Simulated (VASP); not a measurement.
Band structure of TiSi (relaxed from the zinc blende structure, space group F-43m). Level of theory: r2SCAN meta-GGA, VASP's PBE PAW potentials (set 64) (plane waves; VASP).

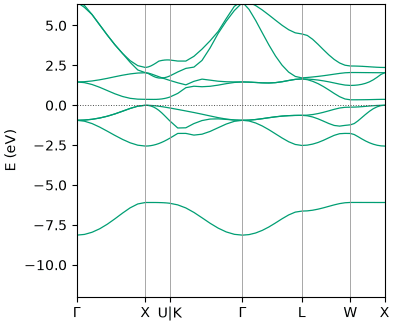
Figure: Bands along high-symmetry lines, zero at the valence-band maximum or, without a gap, the Fermi level

Read the plot: is there a gap, and where are the band edges?

The gap is indirect, 0.34 eV, from the valence maximum at X to the conduction minimum at W.

The structure was generated: TiSi was put into the zinc blende type (F-43m), which need not be its known phase. It was relaxed first, which changed the volume by -21 %.
